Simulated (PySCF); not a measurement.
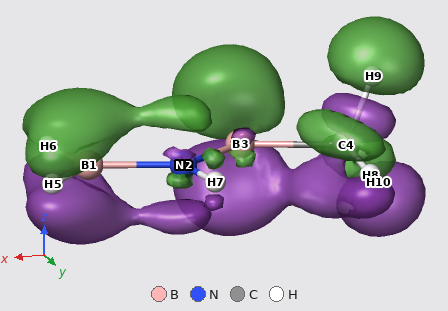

CH6B2N, doublet, SMILES `BN[B]C`. Change of the electron density in a uniform field of 0.21 V/Å, surfaces at ±0.0015 e/Å³ (purple: gain, green: loss).

PySCF calculation, BLYP/def2-SVP, gas phase; geometry: GFN2-xTB. No frequency check shows the geometry to be a minimum. A basis without diffuse functions makes polarisabilities too small. The stability of the open-shell solution wasn't checked. GFN2-xTB doesn't know the spin state, so this open-shell geometry is rough.

Coordinates in Å:

```
B1       2.0426   -0.1173    0.0060
N2       0.6892    0.2646   -0.0067
B3      -0.4598   -0.5502   -0.0149
C4      -1.9225    0.0360    0.0027
H5       2.8746    0.7101    0.0144
H6       2.3136   -1.2552    0.0076
H7       0.5192    1.2708   -0.0081
H8      -1.9463    1.1189   -0.1568
H9      -2.3961   -0.1583    0.9651
H10     -2.5685   -0.4175   -0.7473
```

Q: Along which Cartesian direction does the field point?

A: Along +z: electrons gather on the −z side, against the field.

Q: What dipole is induced, and what polarisability does it imply?

A: The induced dipole is 0.34 D (along the field); α along this axis, from the fields in both directions, is 34 bohr³ (5.0 Å³).

Q: Which atoms gain and lose the most charge?

A: Electrons gather most on H10 (Hirshfeld charge changes by −0.005 e) and leave H9 most (+0.007 e); 0.041 electrons are displaced in all.

Cost of the run: 26 s on 1 thread of Arm Neoverse V2, on a shared host, peak memory 0.38 GiB.
